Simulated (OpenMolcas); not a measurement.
Multiconfigurational calculation, with input and output: Ni²⁺ complex

- system: Ni²⁺ with 6 ligands (O; octahedron, 2.037 Å), embedded in MgO by model potentials and point charges, whose field is part of the energies.
- method: state-averaged CASSCF, active space 8 electrons in the shell 3d, basis ANO-RCC-VDZP on the metal and ANO-RCC-VDZP on the ligands, DKH2 scalar Hamiltonian, spin-orbit coupling by RASSI with atomic mean-field integrals (OpenMolcas)

## Key numbers

- outcome: converged
- energy of the lowest spin-free term: −1978.35924 hartree
- energy of the lowest spin-orbit level: −1978.35973 hartree
- largest spread among components of a term: 0.0 cm⁻¹
- hardware: 1 thread of AMD EPYC (Zen 5), 16 GiB of memory available, shared host
- wall time: 7.7 s
- peak memory: 0.18 GiB

## Notes

Without dynamic correlation the splittings between terms come out too large, often by 20 to 50 %. Limits: the geometry is set by hand, with no relaxation.

## The input
```
&GATEWAY
Basis set
Ni.ANO-RCC-VDZP.
Ni1 0.0 0.0 0.0 Angstrom
End of basis
Basis set
O.ANO-RCC-VDZP.
L1 2.037000 0.000000 0.000000 Angstrom
L2 0.000000 2.037000 0.000000 Angstrom
L3 0.000000 0.000000 2.037000 Angstrom
End of basis
Basis set
Mg.EMB-AIMP.Pascual.10s4p.1s1p.ECP.MgO.
PseudoCharge
* 3 symmetry-unique lattice sites within 7.6 angstrom
End of basis
Basis set
Mg.EMB-AIMP.Pascual.0s.0s.ECP.MgO.
PseudoCharge
* 40 symmetry-unique lattice sites within 7.6 angstrom
End of basis
Basis set
O.EMB-AIMP.Pascual.0s.0s.ECP.MgO.
PseudoCharge
* 55 symmetry-unique lattice sites within 7.6 angstrom
End of basis
Symmetry
XYZ
AngMom=0.0 0.0 0.0
AMFI
RICD
XField
997 Angstrom 0
* Evjen-weighted lattice charges
&SEWARD
&RASSCF
FileOrb=start.orb
Symmetry=1
Spin=3
nActEl=8 0 0
Inactive=18 21
Ras2=5 0
CIRoot=10 10 1
SDav=10
CIMx=300
Iter=150 100
PrWF=0.3
OrbListing=Nothing
MaxOrb=0
LevShft=1.0
>>> COPY $Project.JobIph JOB001
&RASSCF
FileOrb=start.orb
Symmetry=1
Spin=1
nActEl=8 0 0
Inactive=18 21
Ras2=5 0
CIRoot=15 15 1
SDav=15
CIMx=300
Iter=150 100
PrWF=0.3
OrbListing=Nothing
MaxOrb=0
LevShft=1.0
>>> COPY $Project.JobIph JOB002
&RASSI
NrOfJobIphs=2 10 15
1 2 3 4 5 6 7 8 9 10
1 2 3 4 5 6 7 8 9 10 11 12 13 14 15
IphNames
JOB001
JOB002
EJob
SpinOrbit
DIPRint=1.0
SOCoupling=1000.0
Subsets=2
Property=9
'ANGMOM' 1 'ANGMOM' 2 'ANGMOM' 3 'MLTPL  1' 1 'MLTPL  1' 2 'MLTPL  1' 3
'AMFI' 1 'AMFI' 2 'AMFI' 3
SOProperty=3
'ANGMOM' 1 'ANGMOM' 2 'ANGMOM' 3
```

The file start.orb holds starting orbitals from an earlier step. A driver script formed the levels outside the program, from RASSI's spin-orbit matrix and the active-space energies, averaged over the components of each term or state.

Command:
```bash
OMP_NUM_THREADS=1 MOLCAS_MEM=2457 MOLCAS_PROJECT=a pymolcas a.inp > a.log  # once for each step of the input, in one work folder
```

## Log (extracts)
```
--- SEWARD ---
Basis set label: NI.ANO-RCC...5S4P2D1F.

      Electronic valence basis set:
      ------------------
      Associated Effective Charge  28.000000 au
      Associated Actual Charge     28.000000 au
      Nuclear Model: Point charge

      Shell  nPrim  nBasis  Cartesian Spherical Contaminant
         s      21       5        X
         p      15       4        X
         d      10       2                 X
         f       6       1                 X
                  Relativistic Douglas-Kroll-Hess integrals:
                    - DKH order of Hamiltonian: 2
                    - DKH order of Properties : 0
                  Atomic mean-field integrals
--- RASSCF ---
Wave function specifications:
      -----------------------------

      Number of closed shell electrons          78
      Number of electrons in active shells       8
      Max number of holes in RAS1 space          0
      Max nr of electrons in RAS3 space          0
      Number of inactive orbitals               39
      Number of active orbitals                  5
      Number of secondary orbitals              98
      Spin quantum number                      1.0
      State symmetry                             1
Orbital specifications:
      -----------------------

      Symmetry species                           1   2
                                                ag  au
      Frozen orbitals                            0   0
      Inactive orbitals                         18  21
      Active orbitals                            5   0
      RAS1 orbitals                              0   0
      RAS2 orbitals                              5   0
      RAS3 orbitals                              0   0
      Secondary orbitals                        46  52
      Deleted orbitals                           0   0
      Number of basis functions                 69  73
      Number of CSFs                            10
      Number of root(s) required                10
      Iter CI   SX   CI       RASSCF       Energy    max ROT     max BLB   max BLB  Level Ln srch  Step   QN
          iter iter root      energy       change     param      element    value   shift minimum  type update
 Nr of preliminary CI iterations:   1
      Total energies have been shifted. Add                -1000.00 au
        1   1   10    0  -976.45949382    0.00E+00  -6.89E-02   17  51 1 -5.16E-01*  1.41   0.00    SX    NO
        2   1   11    0  -977.93189112   -1.47E+00* -5.48E-02   11  41 1 -2.02E-01*  1.09   0.00    SX    NO
        3   1   11    0  -978.23404208   -3.02E-01* -3.10E-02   21  24 2  7.63E-02*  0.98   0.00    SX    NO
        4   1   10    0  -978.26800411   -3.40E-02* -1.22E-02   21  24 2  3.97E-02*  0.94   0.00    SX    NO
        5   1   10    0  -978.27745560   -9.45E-03* -1.51E-02   21  24 2  2.43E-02*  0.94   2.39    LS   YES
        6   1    9    0  -978.28221139   -4.76E-03* -2.94E-03    6  34 2 -1.01E-02*  0.92   1.12    QN   YES
        7   1    9    0  -978.28301073   -7.99E-04* -2.07E-03   13  51 1 -4.36E-03*  0.92   1.72    LS   YES
        8   1    9    0  -978.28318001   -1.69E-04*  3.18E-03    6  34 2  7.43E-03*  0.92   1.02    QN   YES
        9   1    8    0  -978.28328246   -1.02E-04* -5.41E-04   19  25 1  2.55E-03*  0.92   0.98    QN   YES
       10   1    7    0  -978.28329452   -1.21E-05* -9.36E-05    4  32 2  4.17E-04*  0.92   1.04    QN   YES
       11   1    7    0  -978.28329539   -8.65E-07* -4.90E-05    6  34 2  1.08E-04*  0.92   1.38    QN   YES
       12   1    6    0  -978.28329549   -1.02E-07*  1.06E-05    9  22 2 -3.53E-05   0.92   1.08    QN   YES
       13   1    5    0  -978.28329549   -4.49E-09   7.92E-06   21  24 2 -1.60E-05   0.92   1.93    QN   YES
      Convergence after 13 iterations
       14   1    5    0  -978.28329550   -1.05E-09   7.92E-06   21  24 2 -2.73E-06   0.92   1.93    QN   YES
      Natural orbitals and occupation numbers for root  1
      sym 1:   2.000000   2.000000   1.000000   2.000000   1.000000
      Natural orbitals and occupation numbers for root  2
      sym 1:   1.000008   1.999992   1.000008   2.000000   1.999992
      Natural orbitals and occupation numbers for root  3
      sym 1:   2.000000   1.999999   1.999999   1.000001   1.000001
::    RASSCF root number  1 Total energy:  -1978.35924446
::    RASSCF root number  2 Total energy:  -1978.31713484
::    RASSCF root number  3 Total energy:  -1978.31713484
::    RASSCF root number  4 Total energy:  -1978.31713484
::    RASSCF root number  5 Total energy:  -1978.28775269
::    RASSCF root number  6 Total energy:  -1978.28775269
::    RASSCF root number  7 Total energy:  -1978.28775269
::    RASSCF root number  8 Total energy:  -1978.21968263
::    RASSCF root number  9 Total energy:  -1978.21968263
::    RASSCF root number 10 Total energy:  -1978.21968263
--- RASSCF ---
Wave function specifications:
      -----------------------------

      Number of closed shell electrons          78
      Number of electrons in active shells       8
      Max number of holes in RAS1 space          0
      Max nr of electrons in RAS3 space          0
      Number of inactive orbitals               39
      Number of active orbitals                  5
      Number of secondary orbitals              98
      Spin quantum number                      0.0
      State symmetry                             1
Orbital specifications:
      -----------------------

      Symmetry species                           1   2
                                                ag  au
      Frozen orbitals                            0   0
      Inactive orbitals                         18  21
      Active orbitals                            5   0
      RAS1 orbitals                              0   0
      RAS2 orbitals                              5   0
      RAS3 orbitals                              0   0
      Secondary orbitals                        46  52
      Deleted orbitals                           0   0
      Number of basis functions                 69  73
      Number of CSFs                            15
      Number of root(s) required                15
      Iter CI   SX   CI       RASSCF       Energy    max ROT     max BLB   max BLB  Level Ln srch  Step   QN
          iter iter root      energy       change     param      element    value   shift minimum  type update
 Nr of preliminary CI iterations:   1
      Total energies have been shifted. Add                -1000.00 au
        1   1    8    0  -978.20189419    0.00E+00  -1.28E-02   22  28 1 -1.09E-02*  0.93   0.00    SX    NO
        2   1    8    0  -978.20242900   -5.35E-04* -7.49E-03    7  34 2 -5.36E-03*  0.93   0.00    SX    NO
        3   1    8    0  -978.20257078   -1.42E-04*  3.42E-03   22  28 1 -2.96E-03*  0.93   0.00    SX    NO
        4   1    7    0  -978.20261083   -4.01E-05* -2.10E-03    7  34 2 -1.25E-03*  0.93   0.00    SX    NO
        5   1    7    0  -978.20262238   -1.15E-05*  2.39E-03   22  28 1 -8.51E-04*  0.93   1.76    QN   YES
        6   1    7    0  -978.20262715   -4.77E-06*  1.23E-04   21  27 1  3.31E-04*  0.93   0.91    QN   YES
        7   1    6    0  -978.20262728   -1.29E-07* -2.89E-05   10  24 1 -8.72E-05   0.93   1.04    QN   YES
        8   1    5    0  -978.20262729   -1.04E-08*  3.11E-05   10  24 1 -5.08E-05   0.93   2.27    QN   YES
        9   1    4    0  -978.20262730   -4.27E-09   2.54E-06   10  24 1 -6.50E-06   0.93   1.03    QN   YES
      Convergence after  9 iterations
       10   1    4    0  -978.20262730   -1.56E-10   2.54E-06   10  24 1 -2.72E-06   0.93   1.03    QN   YES
      Natural orbitals and occupation numbers for root  1
      sym 1:   1.951450   1.997983   1.040671   1.040671   1.969224
      Natural orbitals and occupation numbers for root  2
      sym 1:   1.994322   1.947789   1.040671   1.040671   1.976547
      Natural orbitals and occupation numbers for root  3
      sym 1:   1.121605   1.885623   1.130696   1.863392   1.998684
::    RASSCF root number  1 Total energy:  -1978.27608801
::    RASSCF root number  2 Total energy:  -1978.27608801
::    RASSCF root number  3 Total energy:  -1978.23778995
::    RASSCF root number  4 Total energy:  -1978.23778995
::    RASSCF root number  5 Total energy:  -1978.23778995
::    RASSCF root number  6 Total energy:  -1978.22543375
::    RASSCF root number  7 Total energy:  -1978.20880321
::    RASSCF root number  8 Total energy:  -1978.20880321
::    RASSCF root number  9 Total energy:  -1978.20880321
::    RASSCF root number 10 Total energy:  -1978.17935984
::    RASSCF root number 11 Total energy:  -1978.17935984
::    RASSCF root number 12 Total energy:  -1978.17655474
::    RASSCF root number 13 Total energy:  -1978.17655474
::    RASSCF root number 14 Total energy:  -1978.17655474
::    RASSCF root number 15 Total energy:  -1978.03363627
--- RASSI ---
SPIN-FREE ENERGIES:
  (Shifted by EMIN (a.u.) =      -1978.3592444615)

 SF State       Relative EMIN(au)   Rel lowest level(eV)    D:o, cm**(-1)

     1             0.0000000000        0.0000000000              0.0000
     2             0.0421096215        1.1458611759           9241.9937
     3             0.0421096215        1.1458611759           9241.9937
     4             0.0421096215        1.1458611759           9241.9937
     5             0.0714917677        1.9453901054          15690.6294
     6             0.0714917677        1.9453901054          15690.6294
     7             0.0714917677        1.9453901054          15690.6294
    11             0.0831564537        2.2628023796          18250.7320
    12             0.0831564537        2.2628023796          18250.7320
    13             0.1214545074        3.3049455118          26656.1832
    14             0.1214545074        3.3049455118          26656.1832
    15             0.1214545074        3.3049455118          26656.1832
    16             0.1338107092        3.6411748909          29368.0561
     8             0.1395618314        3.7976708982          30630.2815
     9             0.1395618314        3.7976708982          30630.2815
    10             0.1395618314        3.7976708982          30630.2815
    17             0.1504412536        4.0937150587          33018.0387
    18             0.1504412536        4.0937150587          33018.0387
    19             0.1504412536        4.0937150587          33018.0387
    20             0.1798846175        4.8949098063          39480.1101
    21             0.1798846175        4.8949098063          39480.1101
    22             0.1826897210        4.9712405601          40095.7592
    23             0.1826897210        4.9712405601          40095.7592
    24             0.1826897210        4.9712405601          40095.7592
    25             0.3256081886        8.8602501836          71462.7372
     Dipole printing threshold changed to   1.00000000E+00
Eigenvalues of complex Hamiltonian:
   -----------------------------------
  (Shifted by EMIN (a.u.) =      -1978.3592444615)

 SO State       Relative EMIN(au)   Rel lowest level(eV)    D:o, cm**(-1)

     1            -0.0004881795        0.0000000000              0.0000
     2            -0.0004881795        0.0000000000              0.0000
     3            -0.0004881795        0.0000000000              0.0000
     4             0.0403899620        1.1123508989           8971.7150
     5             0.0403899620        1.1123508988           8971.7150
     6             0.0410428559        1.1301170454           9115.0087
     7             0.0410428559        1.1301170454           9115.0087
     8             0.0410428559        1.1301170453           9115.0087
     9             0.0428795025        1.1800947450           9518.1060
    10             0.0428795025        1.1800947451           9518.1060
    11             0.0428795025        1.1800947451           9518.1060
    12             0.0435953503        1.1995739567           9675.2165
    13             0.0672681482        1.8437436035          14870.7950
    14             0.0696957283        1.9098014236          15403.5873
    15             0.0696957283        1.9098014236          15403.5873
    16             0.0696957283        1.9098014235          15403.5873
    17             0.0727184879        1.9920549018          16067.0063
    18             0.0727184879        1.9920549019          16067.0063
    19             0.0736880772        2.0184387732          16279.8066
    20             0.0736880772        2.0184387731          16279.8066
    21             0.0736880772        2.0184387733          16279.8066
    22             0.0845866282        2.3150034533          18671.7621
    23             0.0845866282        2.3150034532          18671.7621
    24             0.1204541328        3.2910079747          26543.7694
    25             0.1204541328        3.2910079747          26543.7694
    26             0.1204541328        3.2910079746          26543.7694
    27             0.1338639943        3.6559088958          29486.8938
    28             0.1384522080        3.7807605492          30493.8903
    29             0.1384522080        3.7807605492          30493.8903
    30             0.1394386894        3.8076040769          30710.3980
    31             0.1394386894        3.8076040769          30710.3980
    32             0.1394386894        3.8076040769          30710.3980
    33             0.1408132784        3.8450085476          31012.0854
    34             0.1408132784        3.8450085476          31012.0854
    35             0.1408132784        3.8450085476          31012.0854
    36             0.1419681808        3.8764350427          31265.5572
    37             0.1505668829        4.1104176486          33152.7541
    38             0.1505668829        4.1104176486          33152.7541
    39             0.1505668829        4.1104176486          33152.7541
    40             0.1800570057        4.9128847698          39625.0880
    41             0.1800570057        4.9128847698          39625.0880
Weights of the five most important spin-orbit-free states for each spin-orbit state.

 SO State  Total energy (au)           Spin-free states, spin, and weights
 -------------------------------------------------------------------------------------------------------
    1        -0.000488       1 1.0  0.9899    4 1.0  0.0039    2 1.0  0.0033    3 1.0  0.0024   15 0.0  0.0002
    2        -0.000488       1 1.0  0.9899    3 1.0  0.0043    4 1.0  0.0035    2 1.0  0.0017   13 0.0  0.0003
    3        -0.000488       1 1.0  0.9899    2 1.0  0.0045    3 1.0  0.0029    4 1.0  0.0022   14 0.0  0.0003
    4         0.040390       4 1.0  0.5742    3 1.0  0.3812    2 1.0  0.0197    7 1.0  0.0124    6 1.0  0.0053
    5         0.040390       2 1.0  0.6304    3 1.0  0.2688    4 1.0  0.0759    5 1.0  0.0113    6 1.0  0.0075
    6         0.041043       3 1.0  0.4948    4 1.0  0.4948    5 1.0  0.0050    6 1.0  0.0050   19 0.0  0.0003
    7         0.041043       2 1.0  0.4948    4 1.0  0.4941    7 1.0  0.0050    5 1.0  0.0050    3 1.0  0.0007
    8         0.041043       2 1.0  0.4948    3 1.0  0.4941    7 1.0  0.0050    6 1.0  0.0050    4 1.0  0.0007
    9         0.042880       3 1.0  0.4906    4 1.0  0.4906    1 1.0  0.0095    5 1.0  0.0040    6 1.0  0.0040
   10         0.042880       2 1.0  0.4906    4 1.0  0.4746    3 1.0  0.0160    1 1.0  0.0095    7 1.0  0.0040
   11         0.042880       2 1.0  0.4906    3 1.0  0.4746    4 1.0  0.0160    1 1.0  0.0095    7 1.0  0.0040
   12         0.043595       2 1.0  0.3333    3 1.0  0.3333    4 1.0  0.3333    6 1.0  0.0000   11 0.0  0.0000
```

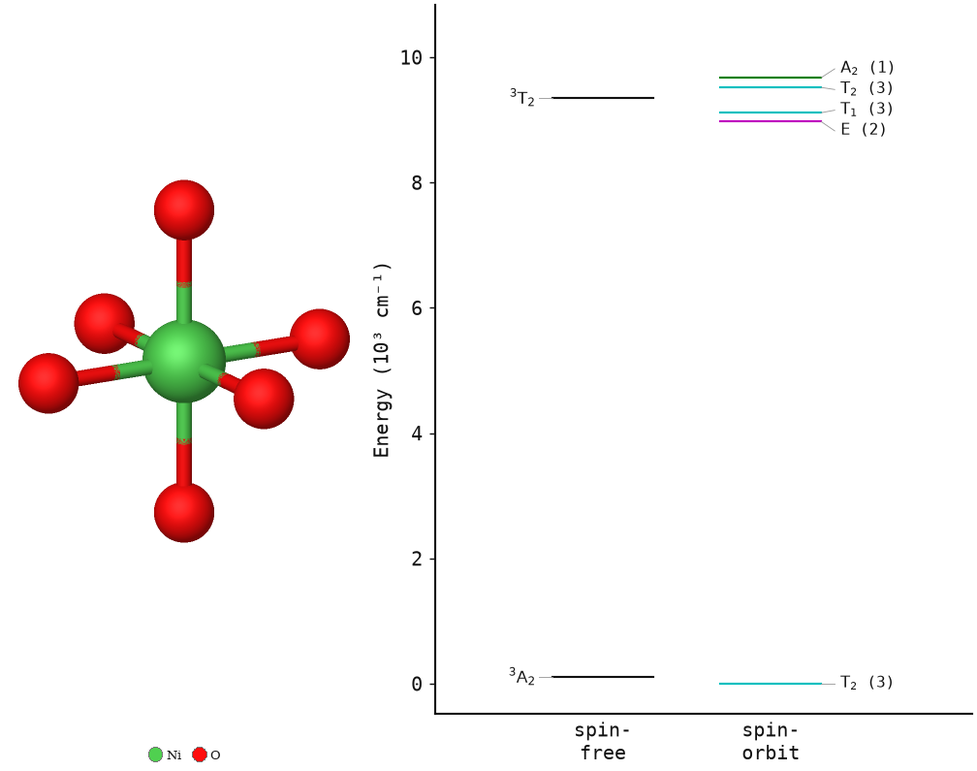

*Ni²⁺ (3d⁸) as a dopant in MgO, a cluster with its 6 nearest O²⁻ at 2.037 Å (octahedron) embedded in model potentials and point charges; the geometry was set, not optimised, and its levels. Labels give the representation in O, Td, D4 or D3 as the site allows (double group for half-integer spin) where it could be assigned and, in brackets, the degeneracy; spin-free states, where drawn, share the zero of the spin-orbit levels.*

The ground level is T₂, 3-fold degenerate, 100 % from states of spin multiplicity 3. The next level lies at 8,970 cm⁻¹ (E). The lowest spin-free state is ³A₂, from the free-ion F term; of the same spin there follows at 9,240 cm⁻¹ (³T₂) above it. A ligand-field fit to the spin-free states gives |10Dq| = 9,150 cm⁻¹, B = 1,240 and C = 4,510 cm⁻¹ (rms misfit 60 cm⁻¹). The active orbitals hold 92 to 97 % metal character (Löwdin), and the Mulliken charge of the metal is +1.33.
